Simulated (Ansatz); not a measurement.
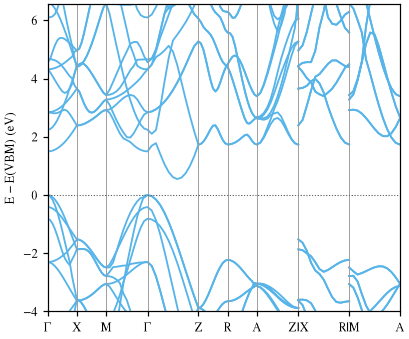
Figure. Band structure from the program Ansatz at the r²SCAN level (PAW)

Problem. Read off the gap and where the band edges lie.

Solution. About 0.5 eV (0.55 eV by a search for the band edges); maximum at Γ, minimum on the Γ–Z line, 59 % of the way from Γ.

The material is BP in space group P4_2/mnm (No. 136; B on 4f, P on 4g).

The start of the workflow was typed in or built on a structure type; neither database checked (COD, Materials Project) lists it. It is not the phase usual at ambient conditions (space group No. 216). The cell was relaxed with r²SCAN under the symmetry of its start; whether a distortion lowers the energy is not shown.

Potentials: the earlier of the program's two PAW sets.
